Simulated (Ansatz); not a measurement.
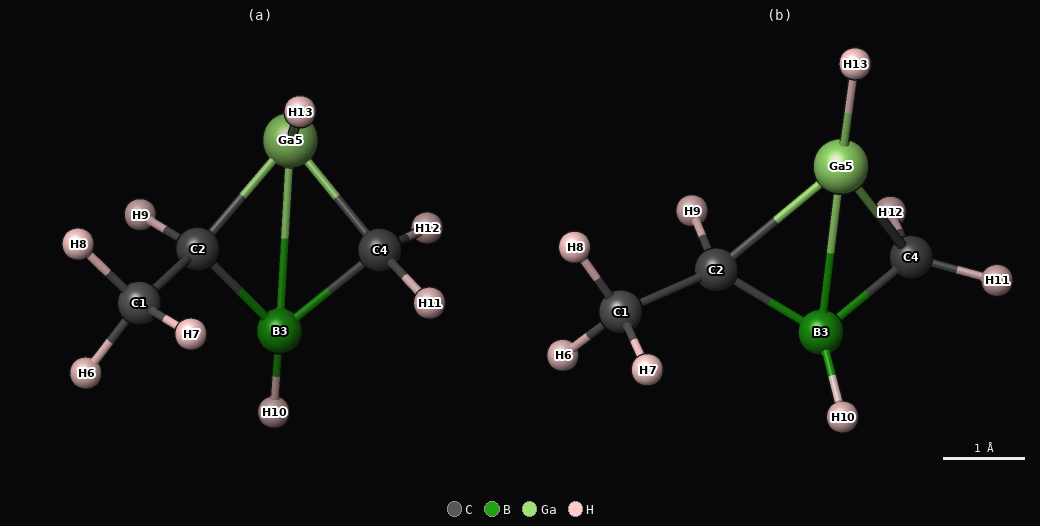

The structure of C₃H₈BGa (coarse preliminary run) before (left) and after (right) a relaxation, at one scale.

Style: ball-and-stick. Shown at a tilt.

The start comes from a force field.

The calculation used Ansatz 0.2.0, RKS PBE-D4/def2-SVP.

Input file:
```yaml
crystal:
  periodic: [false, false, false]
  atoms:
    - {symbol: C, position_ang: [-1.130900, 1.048200, 0.636500]}
    - {symbol: C, position_ang: [0.037100, 0.660200, -0.180500]}
    - {symbol: B, position_ang: [-0.281500, -0.664100, -1.023700]}
    - {symbol: C, position_ang: [0.947900, -1.420800, -0.193500]}
    - {symbol: Ga, position_ang: [1.785900, 0.135400, -0.139500]}
    - {symbol: H, position_ang: [-2.035900, 1.326000, -0.051100]}
    - {symbol: H, position_ang: [-1.438900, 0.300300, 1.350000]}
    - {symbol: H, position_ang: [-0.895100, 2.029800, 1.188700]}
    - {symbol: H, position_ang: [0.340500, 1.492200, -0.835000]}
    - {symbol: H, position_ang: [-1.060400, -0.986500, -1.779100]}
    - {symbol: H, position_ang: [0.400800, -2.256300, 0.411400]}
    - {symbol: H, position_ang: [1.643100, -1.842900, -0.875000]}
    - {symbol: H, position_ang: [1.707800, 0.143800, 1.505600]}
basis:
  gaussian: {orbitals: def2-SVP}
hamiltonian: {xc: pbe, dispersion: d4}
relax: {f_tol: 0.03, max_steps: 200}
```

Launched with:
```bash
ansatz run in.yaml --threads 4 --pin off --events-out ev --progress --plain --max-ram 10444MiB
```

Question: Summarise the run.

Answer: The largest move after the best rigid fit is that of H10, 1.68 Å. Largest moves by element: H 1.68 Å, Ga 1.14 Å, C 0.62 Å, B 0.56 Å. Near-neighbour distances that change, for instance: C4–Ga5 1.768 → 2.013 Å, C2–Ga5 1.826 → 2.064 Å, B3–Ga5 2.386 → 2.226 Å, B3–H10 1.132 → 1.224 Å. Among the angles between lasting bonds that change: B3–Ga5–H13 109.3° → 166.7°, C4–Ga5–H13 90.7° → 144.1°, C2–Ga5–H13 88.6° → 136.1°. After 25 geometry steps the energy has fallen by 7.298 eV. The largest force component goes from 5.7 to 0.027 eV/Å. The run took 46 s on 4 threads of Arm Neoverse V1, with other jobs on the host.
